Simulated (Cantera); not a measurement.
Feed: 1 mol SiCl₄, 2.6 mol HCl, 6.9 mol N₂, equilibrated at 10.0 mbar.

Equilibrium computed with Cantera from the NASA thermochemical tables; the gas is ideal and each condensed phase is pure. Candidate condensed phases: NH₄Cl, Si, Si₃N₄; 28 gas species. The tables' values for SiCl₃ are old estimates; treat these amounts as uncertain. The numbers say what is thermodynamically allowed, not how fast it happens.

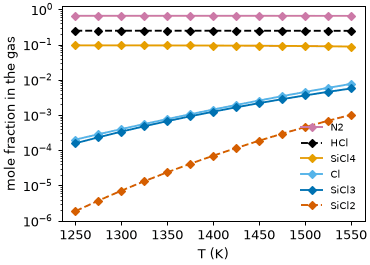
Fig. 1. Equilibrium gas composition (values under 1e-9 drawn at 1e-9)

From 1250 K to 1550 K nothing is condensed. The main Si-bearing gas is SiCl₄ throughout.
